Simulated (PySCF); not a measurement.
# CH7NOSi2: a tour of settings

Which settings matter for CH7NOSi2 (`NC(=O)[SiH2][SiH3]`)?

The runs use PySCF 2.14.0, with density-fitted response routines of our own; the level of theory stands in each step. All values are computed, except where a source is named. Atoms are numbered from 0 throughout.

### Step 1. Starting geometry

12 atoms, charge 0, multiplicity 1; geometry from: GFN2-xTB, altered.

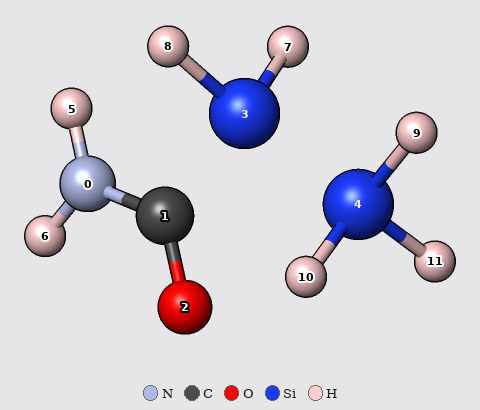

As it starts; nitrogen light blue, carbon dark grey, oxygen red, silicon blue, hydrogen pink, atoms numbered.

### Step 2. Spin-spin couplings: PBE0/aug-pcSseg-1

Job settings and geometry (Å):

```
{"job": {"kind": "j", "xc": "PBE0", "basis": "aug-pcSseg-1", "scf": {"max_cycle": 91}}, "charge": 0, "multiplicity": 1}
N     -2.653446    -0.471364    -0.048264
C     -1.192066    -0.695735    -0.184258
O     -0.697470    -1.889620    -0.544079
Si     0.115532     0.920333     0.197711
Si     2.458490    -0.023607    -0.028278
H     -3.058847     0.512874     0.244055
H     -3.362952    -1.301761    -0.250445
H     -0.333782     2.083002    -0.838394
H     -0.335588     1.509172     1.639558
H      3.546266     1.101418     0.380284
H      2.712184    -1.282094     0.941887
H      2.802997    -0.463372    -1.538407
```

Method: PBE0/aug-pcSseg-1 indirect spin-spin coupling, non-relativistic, gas phase.

Run with:

```sh
OMP_NUM_THREADS=1 python probes_run.py task.json out
```

The driver reads the jobs from task.json and runs them one after another.

The program printed:

```text
final grid: 94864 points
cycle   1  E = -750.5661329868  dE = -3.102e-01  |g| = 8.775e-01  |ddm| = 3.486e+00
cycle   2  E = -748.8412045696  dE =  1.725e+00  |g| = 2.758e+00  |ddm| = 3.736e+00
cycle   3  E = -750.7253040539  dE = -1.884e+00  |g| = 2.044e-01  |ddm| = 3.337e+00
cycle   4  E = -750.7261043083  dE = -8.003e-04  |g| = 2.115e-01  |ddm| = 3.908e-01
cycle   5  E = -750.7358380900  dE = -9.734e-03  |g| = 2.662e-02  |ddm| = 1.600e-01
cycle   6  E = -750.7360030851  dE = -1.650e-04  |g| = 9.893e-03  |ddm| = 4.727e-02
cycle   7  E = -750.7360254883  dE = -2.240e-05  |g| = 3.075e-03  |ddm| = 1.423e-02
cycle   8  E = -750.7360276590  dE = -2.171e-06  |g| = 7.317e-04  |ddm| = 3.939e-03
cycle   9  E = -750.7360277818  dE = -1.228e-07  |g| = 2.494e-04  |ddm| = 1.372e-03
cycle  10  E = -750.7360277985  dE = -1.675e-08  |g| = 4.459e-05  |ddm| = 3.759e-04
cycle  11  E = -750.7360277990  dE = -4.829e-10  |g| = 1.033e-05  |ddm| = 6.894e-05
converged SCF energy = -750.7360277990

Indirect spin-spin couplings (Hz)
  i      j    bonds     total        FC       PSO       DSO        SD
  0 N    1 C    1      2.902    -1.244     4.087    -0.080     0.138
  0 N    2 O    2      1.987     4.169    -3.679    -0.013     1.510
  0 N    3 Si   2     14.344    14.443    -0.026    -0.003    -0.070
  0 N    4 Si   3      1.922     1.919     0.010    -0.013     0.006
  0 N    5 H    1    -86.021   -83.661    -1.899    -0.197    -0.265
  0 N    6 H    1    -84.371   -82.283    -1.686    -0.197    -0.205
  0 N    7 H    3      0.261     0.241    -0.000     0.005     0.016
  0 N    8 H    3      0.441     0.423     0.004    -0.003     0.017
  0 N    9 H    4     -0.708    -0.734    -0.047     0.075    -0.002
  1 C    2 O    1     41.796    24.537    17.337    -0.078         -
  1 C    3 Si   1    -69.227   -68.118     0.818    -0.101    -1.825
  1 C    4 Si   2     -4.441    -4.550     0.030    -0.007     0.086
  1 C    5 H    2      6.261     7.446    -0.823    -0.363         -
  1 C    6 H    2     -5.166    -3.989    -0.787    -0.390         -
  1 C    7 H    2      2.302     2.331    -0.072     0.043         -
  1 C    8 H    2      2.984     3.025    -0.079     0.038         -
  1 C    9 H    3      7.261     7.412     0.043    -0.195         -
  1 C   10 H    3     -1.259    -1.187    -0.084     0.013         -
  1 C   11 H    3     -1.073    -0.988    -0.073    -0.012         -
  2 O    3 Si   2      6.436     4.649     0.551    -0.010     1.246
  2 O    4 Si   3      0.183     0.179    -0.022     0.006     0.021
  2 O    5 H    3      0.520    -1.077     1.275     0.322         -
  2 O    6 H    3      2.167     0.389     1.723     0.055         -
  2 O    7 H    3     -1.628    -1.734    -0.028     0.134         -
  2 O    8 H    3     -1.827    -1.956    -0.017     0.146         -
  2 O   10 H    4     -0.156    -0.179     0.077    -0.054         -
  3 Si   4 Si   1     97.235    95.287    -1.153     0.024     3.077
  3 Si   5 H    3      1.156     1.130    -0.023    -0.041     0.090
  3 Si   6 H    3    -11.269   -11.192    -0.243     0.272    -0.107
  3 Si   7 H    1   -192.531  -192.781     0.414    -0.157    -0.006
  3 Si   8 H    1   -190.442  -190.689     0.408    -0.158    -0.003
  3 Si   9 H    2    -15.154   -15.180     0.004     0.084    -0.062
  3 Si  10 H    2     -8.936    -8.968    -0.016     0.098    -0.049
  3 Si  11 H    2     -9.099    -9.137    -0.010     0.098    -0.049
  4 Si   6 H    4     -2.302    -2.334    -0.125     0.151     0.007
  4 Si   7 H    2    -12.206   -12.282    -0.025     0.132    -0.031
  4 Si   8 H    2    -12.467   -12.544    -0.025     0.133    -0.032
  4 Si   9 H    1   -189.176  -189.295     0.220    -0.088    -0.012
  4 Si  10 H    1   -220.984  -221.176     0.354    -0.095    -0.067
  4 Si  11 H    1   -218.760  -218.950     0.343    -0.093    -0.060
  5 H    6 H    2      8.216     7.988     4.517    -4.289         -
  5 H    9 H    5     -0.261     0.005     0.331    -0.598         -
  5 H   10 H    5     -0.168     0.010     0.444    -0.623         -
  5 H   11 H    5     -0.195     0.005     0.443    -0.643         -
  6 H    7 H    4     -0.739    -0.606     0.925    -1.058         -
  6 H    8 H    4     -0.779    -0.654     0.947    -1.072         -
  6 H    9 H    5      0.821     1.081     0.542    -0.801         -
  6 H   10 H    5     -0.222    -0.129     0.468    -0.560         -
  6 H   11 H    5     -0.164    -0.049     0.479    -0.594         -
  7 H    8 H    2      1.526     2.052     0.463    -0.989         -
  7 H    9 H    3     -1.218    -0.971     0.195    -0.442         -
  7 H   10 H    3      9.686    10.428     0.593    -1.334         -
  7 H   11 H    3     -1.646    -1.476     0.127    -0.297         -
  8 H    9 H    3     -1.529    -1.344     0.145    -0.331         -
  8 H   10 H    3     -1.579    -1.347     0.177    -0.410         -
  8 H   11 H    3      9.883    10.624     0.589    -1.330         -
  9 H   10 H    2      1.713     2.403     0.653    -1.343         -
  9 H   11 H    2      1.512     2.195     0.654    -1.337         -
 10 H   11 H    2      2.859     3.619     0.671    -1.431         -
```

It took 44 s on 1 thread of Intel Xeon Platinum 8259CL at 2.50GHz, shared host; peak memory 0.85 GiB.

All coordinates were scaled by 1.1, so these values belong to a distorted geometry and are kept out of the summary.

### Step 3. NMR shieldings: mPW1PW91/pcSseg-1

Job settings and geometry (Å):

```
{"job": {"kind": "nmr", "xc": "mPW1PW91", "basis": "pcSseg-1", "pop": true, "scf": {"guess": "random", "max_cycle": 51}}, "charge": 0, "multiplicity": 1}
N     -2.412224    -0.428513    -0.043876
C     -1.083696    -0.632486    -0.167507
O     -0.634064    -1.717836    -0.494617
Si     0.105029     0.836666     0.179737
Si     2.234991    -0.021461    -0.025707
H     -2.780770     0.466249     0.221868
H     -3.057229    -1.183419    -0.227677
H     -0.303438     1.893638    -0.762176
H     -0.305080     1.371975     1.490507
H      3.223878     1.001289     0.345713
H      2.465622    -1.165540     0.856261
H      2.548179    -0.421247    -1.398552
```

With the program's defaults for keys left out, this is: GIAO mPW1PW91/pcSseg-1 NMR shielding, non-relativistic, gas phase.

The program printed:

```text
start from random orthonormal orbitals
final grid: 94864 points
cycle   1  E = -650.7218207261  dE = -4.352e+02  |g| = 2.893e+01  |ddm| = 1.473e+02
cycle   2  E = -329.6068852389  dE =  3.211e+02  |g| = 2.643e+01  |ddm| = 4.958e+01
cycle   3  E = -645.6362255031  dE = -3.160e+02  |g| = 1.361e+01  |ddm| = 4.694e+01
cycle   4  E = -572.2292023890  dE =  7.341e+01  |g| = 1.965e+01  |ddm| = 2.320e+01
cycle   5  E = -736.9032416375  dE = -1.647e+02  |g| = 5.397e+00  |ddm| = 1.982e+01
cycle   6  E = -640.1596321747  dE =  9.674e+01  |g| = 1.025e+01  |ddm| = 6.300e+01
cycle   7  E = -739.8104504465  dE = -9.965e+01  |g| = 4.666e+00  |ddm| = 5.909e+01
cycle   8  E = -749.5151143801  dE = -9.705e+00  |g| = 2.577e+00  |ddm| = 1.494e+01
cycle   9  E = -750.4956442395  dE = -9.805e-01  |g| = 1.913e+00  |ddm| = 4.429e+00
cycle  10  E = -751.1782693378  dE = -6.826e-01  |g| = 3.438e-01  |ddm| = 1.428e+00
cycle  11  E = -751.2125240324  dE = -3.425e-02  |g| = 1.328e-01  |ddm| = 5.335e-01
cycle  12  E = -751.2172015502  dE = -4.678e-03  |g| = 7.164e-02  |ddm| = 2.465e-01
cycle  13  E = -751.2182042090  dE = -1.003e-03  |g| = 2.028e-02  |ddm| = 6.463e-02
cycle  14  E = -751.2182918575  dE = -8.765e-05  |g| = 6.258e-03  |ddm| = 2.116e-02
cycle  15  E = -751.2183005400  dE = -8.682e-06  |g| = 9.385e-04  |ddm| = 5.785e-03
cycle  16  E = -751.2183007568  dE = -2.169e-07  |g| = 3.596e-04  |ddm| = 1.470e-03
cycle  17  E = -751.2183007896  dE = -3.280e-08  |g| = 5.204e-05  |ddm| = 5.352e-04
cycle  18  E = -751.2183007903  dE = -6.648e-10  |g| = 1.562e-05  |ddm| = 7.663e-05
converged SCF energy = -751.2183007903

GIAO shielding tensors (ppm)
atom      isotropic    diamagn.    paramagn.     s11        s22        s33       span
  0 N      134.087     322.542    -188.456     13.858    148.366    240.037    226.179
  1 C        2.699     252.311    -249.612    -84.497     -7.102     99.697    184.194
  2 O     -182.823     401.755    -584.578   -608.623   -234.809    294.964    903.587
  3 Si     431.839     881.883    -450.044    361.038    438.661    495.819    134.780
  4 Si     464.059     879.673    -415.613    455.803    466.775    469.600     13.796
  5 H       26.510      32.078      -5.568     22.431     25.466     31.631      9.200
  6 H       26.435      30.055      -3.619     21.063     23.643     34.600     13.538
  7 H       27.425      29.990      -2.565     24.087     26.434     31.755      7.667
  8 H       27.466      30.139      -2.673     23.934     26.590     31.874      7.940
  9 H       28.486      28.409       0.077     25.217     26.103     34.138      8.921
 10 H       28.138      28.921      -0.783     24.902     26.019     33.493      8.592
 11 H       28.160      28.838      -0.679     24.993     25.899     33.586      8.593
```

Run time: 27 s. Hardware: 1 thread of Intel Xeon Platinum 8259CL at 2.50GHz, shared host; peak memory 0.66 GiB.

Despite a poor start guess, the SCF converged in 18 cycles.

The references, computed at this level on geometries of the same kind, shield at (ppm): ¹H TMS 31.77, ¹³C TMS 186.1, ²⁹Si TMS 347.9, ¹⁵N NH3 266.3, ¹⁷O H2O 334.9. Their shielding less the atom's gives the shift. The references are single molecules in the gas phase, so shifts against H2O, NH3, PH3, H3PO4 or CFCl3 are not on the usual liquid scales and can be off by tens of ppm. Atoms listed in one row are averaged.

| atoms | environment | σ (ppm) | δ (ppm) |
| --- | --- | --- | --- |
| C1 | carbonyl carbon | 2.7 | 183.4 |
| H5, H6 | hydrogen on an amide-type nitrogen | 26.47 | 5.29 |
| H7, H8 | hydrogen on a silicon bonded to C, Si | 27.45 | 4.32 |
| H9, H10, H11 | hydrogen on a silicon bonded to Si | 28.26 | 3.50 |
| N0 | amide-type nitrogen | 134.1 | 132.2 |
| O2 | amide-type carbonyl oxygen | -182.8 | 517.7 |
| Si3 | silicon bonded to C, Si, 2 H | 431.8 | -83.9 |
| Si4 | silicon bonded to Si, 3 H | 464.1 | -116.2 |

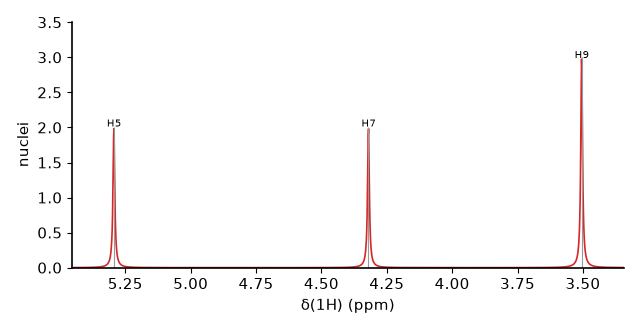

¹H lines at the computed shifts, without couplings. Lines are broadened to a width of 0.01 ppm (Lorentzian).

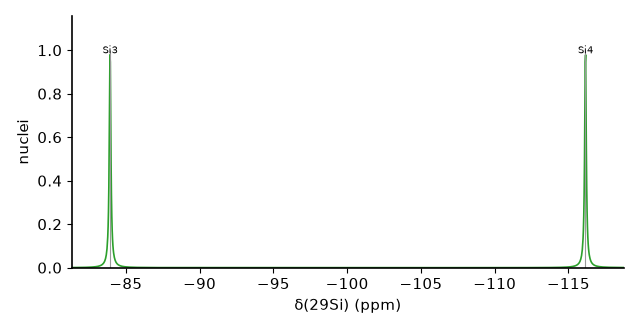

²⁹Si lines at the computed shifts, without couplings. Lines are broadened to a width of 0.13 ppm (Lorentzian).

The run also stored atomic charges by several schemes (e):

| atoms | Mulliken | IAO | Hirshfeld | ESP fit |
| --- | --- | --- | --- | --- |
| N0 | -0.37 | -0.50 | -0.17 | -0.93 |
| C1 | 0.18 | 0.21 | 0.08 | 0.58 |
| O2 | -0.43 | -0.49 | -0.29 | -0.53 |
| Si3 | 0.29 | 0.38 | 0.24 | 0.19 |
| Si4 | 0.23 | 0.33 | 0.23 | 0.21 |

Mulliken charges:

| atom | value (e) |
| --- | --- |
| N0 | -0.37 |
| C1 | 0.18 |
| O2 | -0.43 |
| Si3 | 0.29 |
| Si4 | 0.23 |
| H5 | 0.20 |
| H6 | 0.19 |
| H7 | -0.05 |
| H8 | -0.06 |
| H9 | -0.08 |
| H10 | -0.05 |
| H11 | -0.05 |

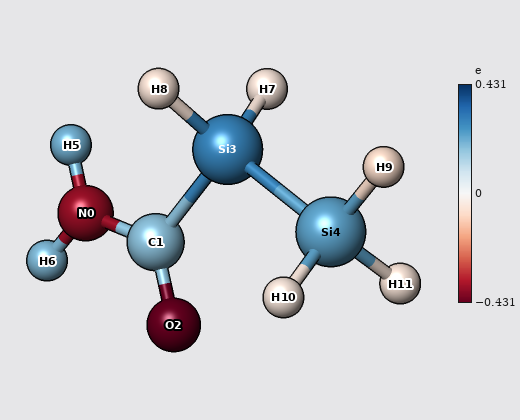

Mulliken charges, as colours on the atoms.

Mayer bond orders: N0–C1 1.20, C1–O2 1.84, C1–Si3 0.82, Si3–Si4 0.93.

The fields below are evaluated on a grid from the run's orbitals.

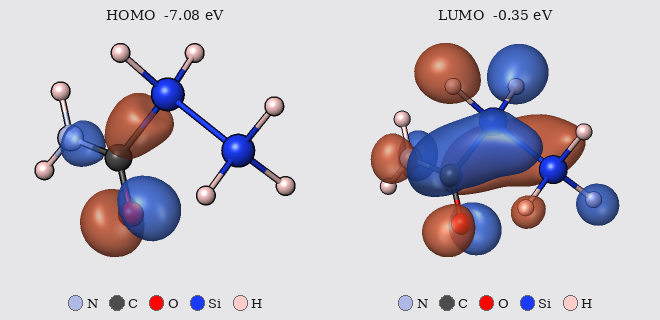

mPW1PW91/pcSseg-1 orbitals near the gap, drawn at the value that encloses 70 % of each; the two colours are the two signs.

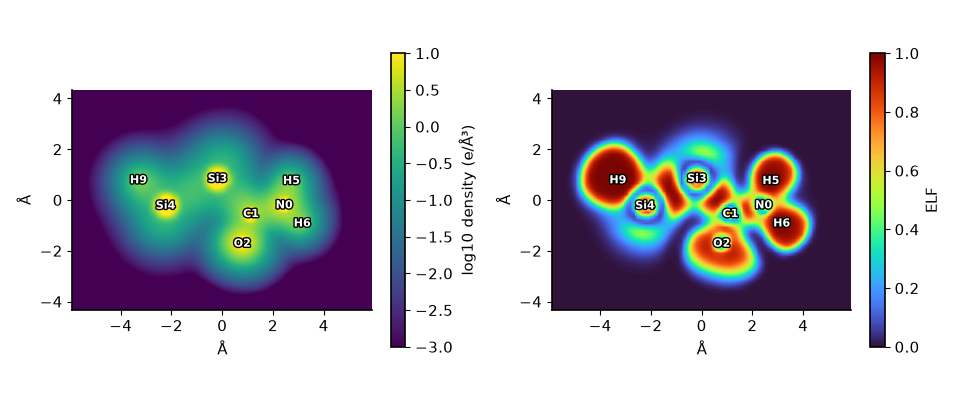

Density (left) and ELF (right) in a plane through or near 8 of the atoms.

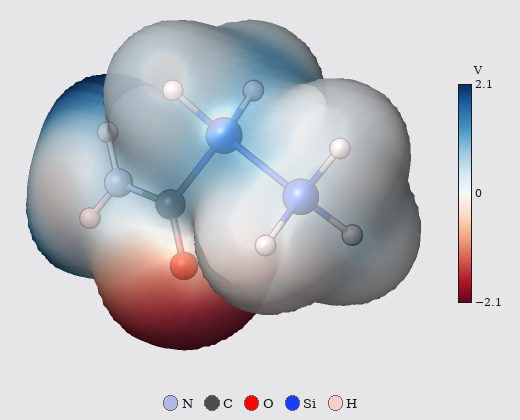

Electrostatic potential on the surface of density 0.002 e/bohr³; red is low, blue high. It runs from -1.90 V near O2 to 2.10 V near H5.

(Part 1 of 2 ends here.)
